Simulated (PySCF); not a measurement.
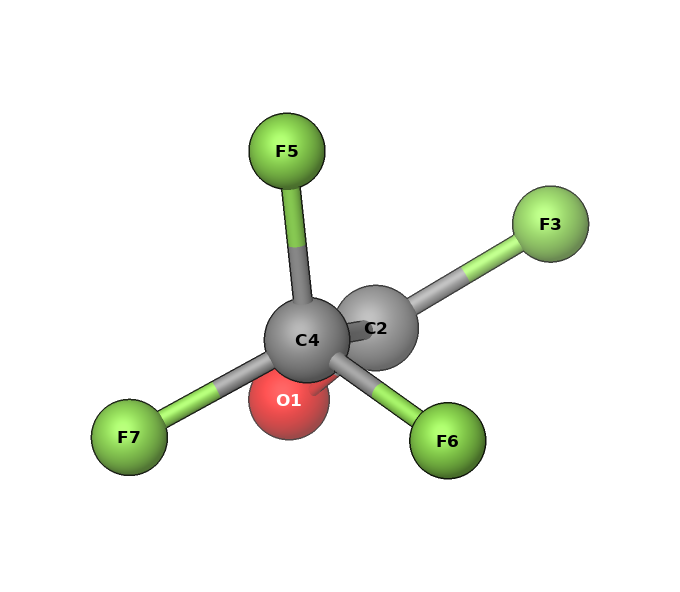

C2 lies behind C4. The molecule seen a little off the C4–C2 bond, C4 in front. Atoms fade into the background with distance from the viewer. The geometry was computed by an optimisation with PBE0-D3(BJ)/def2-SVP. No frequency run is at hand to confirm it as a minimum.

**What is the torsion angle F5–C4–C2–F3? The sign is positive where the front bond must turn clockwise to cover the back bond.**

58°, synclinal (gauche).
